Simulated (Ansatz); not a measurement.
Band structure of NaSrMg6 (Amm2, 8 atoms in the cell).

```
CELL_PARAMETERS angstrom
      5.40692     0.00000     0.00000
      0.00000     3.42421     5.98393
      0.00000    -3.42421     5.98393
ATOMIC_POSITIONS crystal
  Na 0.00000 0.83961 0.83961
  Sr 0.50000 0.66615 0.66615
  Mg 0.00000 0.31924 0.83984
  Mg 0.00000 0.83984 0.31924
  Mg 0.00000 0.33245 0.33245
  Mg 0.50000 0.16949 0.66989
  Mg 0.50000 0.66989 0.16949
  Mg 0.50000 0.16335 0.16335
```

Method: PBEsol, PAW files made with PBE (plane waves; Ansatz, a first-principles code).

Settings: kpoints.mp_grid.grid = 4 3 3; hamiltonian.xc = pbesol; hamiltonian.pseudopotentials = {kind: paw} (the program's default PAW files); scf.occupations.method = gaussian; scf.occupations.width = 0.05 eV; kpoints.band_path.npoints = 8.

The starting cell comes from a database of computed structures (which also holds hypothetical and non-ambient phases and stackings), without a prior relaxation at this level.

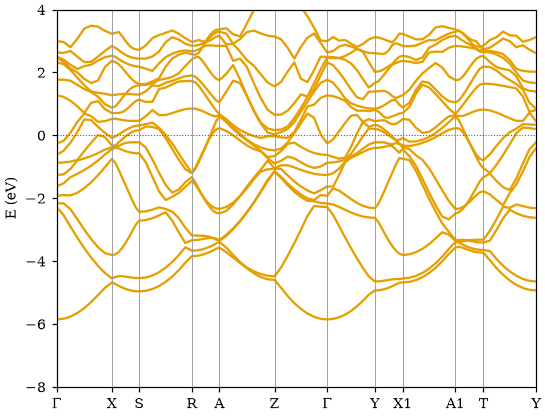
*Bands along the path, energies from the Fermi level.*

Levels in eV from the Fermi level, bands 37 to 44:
```
point     37     38     39     40     41     42    43    44
-----  -----  -----  -----  -----  -----  -----  ----  ----
Γ      -1.62  -1.26  -0.87  -0.62  -0.26   1.27  1.77  2.32
X      -0.44  -0.38  -0.32  -0.08   0.52   0.71  0.88  1.28
S      -0.57  -0.22   0.17   0.32   0.46   1.13  1.30  1.60
R      -1.45  -1.32  -1.20  -1.19   0.86   1.73  1.90  2.42
A      -2.48  -2.34   0.23   0.61   0.64   0.67  1.05  1.75
Z      -1.06  -1.04  -0.89  -0.65  -0.48  -0.03  0.03  0.17
Y      -0.40  -0.22   0.20   0.34   0.46   0.81  0.85  1.39
X1     -0.44  -0.38  -0.32  -0.08   0.52   0.71  0.88  1.28
A1     -2.48  -2.34   0.23   0.61   0.64   0.67  1.05  1.75
T      -1.78  -1.33  -1.04  -0.79   0.82   1.65  2.19  2.52
```

Bands cross the Fermi level along this path, so the cell is metallic at this level.

Keys are those of Ansatz 0.2.
